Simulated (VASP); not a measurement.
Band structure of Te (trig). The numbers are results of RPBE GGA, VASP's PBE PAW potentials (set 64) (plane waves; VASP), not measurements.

Unless said otherwise, spin-orbit coupling is left out, though it shifts the bands of the heavy elements here.

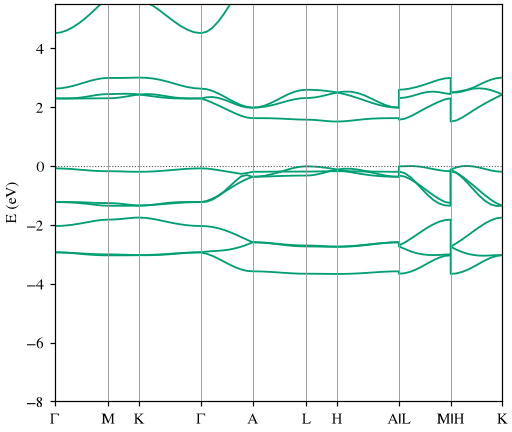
*Bands along high-symmetry lines, zero at the valence-band maximum or, without a gap, the Fermi level*

Task: Read the plot: is there a gap, and where are the band edges?

Result: The gap is indirect, 1.51 eV, from the valence maximum at H-K at 0.33 to the conduction minimum at H. (Edges off the drawn lines would not show.)

The compound is Te in the trig structure. It was relaxed first, which changed the volume by +101 %.
